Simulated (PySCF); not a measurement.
C3H13NOSi2 (SMILES CC(C)O[SiH2][SiH2]N)

Input file:

```
{"job": {"kind": "nmr", "xc": "PBE0", "basis": "pcSseg-1", "pop": false}, "charge": 0, "multiplicity": 1}
C     -1.936300     0.377500     2.186300
C     -1.958100     0.335600     0.681100
C     -2.836200    -0.720400    -0.018200
O     -0.544900     0.038700     0.364600
Si     0.938200     0.715400     0.565600
Si     2.170900    -0.843800    -0.701200
N      3.642400     0.094900    -0.881800
H     -1.588800     1.368900     2.604300
H     -1.463400    -0.493500     2.657800
H     -2.941400     0.270100     2.531300
H     -1.996400     1.335000     0.157800
H     -3.836300    -0.466200    -0.290500
H     -2.383100    -0.872700    -0.930300
H     -2.878800    -1.645100     0.570700
H      1.521900     1.028900     1.835400
H      0.893900     2.017600    -0.344300
H      2.058500    -1.341000    -2.059800
H      2.399100    -2.062700     0.126500
H      4.422600    -0.351900    -1.125000
H      3.978500     0.660900     0.084500
```

Run with:

```sh
OMP_NUM_THREADS=1 python probes_run.py task.json out
```

Geometry: GFN2-xTB, MD frame at 250 fs, 600 K.

Method: PySCF, PBE0/pcSseg-1, SCF density, gas phase, non-relativistic.

> Predict the electron density and electron localisation function between the atoms.

C–O (1.48 Å): ρ at the midpoint is about 1.7 e/Å³, with its minimum of 1.5 e/Å³ about 0.6 Å from C; the ELF peaks at about 0.85 between the atoms (a polar covalent bond).
Si–O (1.64 Å): ρ is about 1.1 e/Å³ halfway; the ELF peaks at about 0.85 between the atoms; a polar covalent bond.
Si–Si (2.36 Å): ρ is about 0.66 e/Å³ halfway; the ELF peaks at about 1 between the atoms, as expected for a covalent bond.

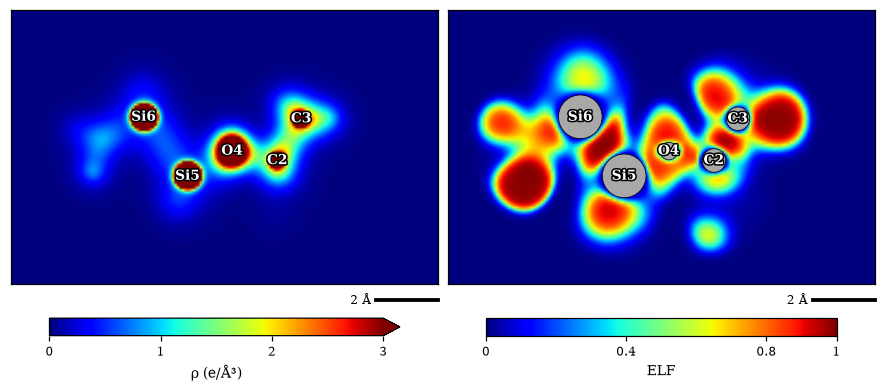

Computed electron density and electron localisation function on the plane of atoms C3, C2 and O4, in this order. Grey discs cover the atomic cores in the ELF map. 
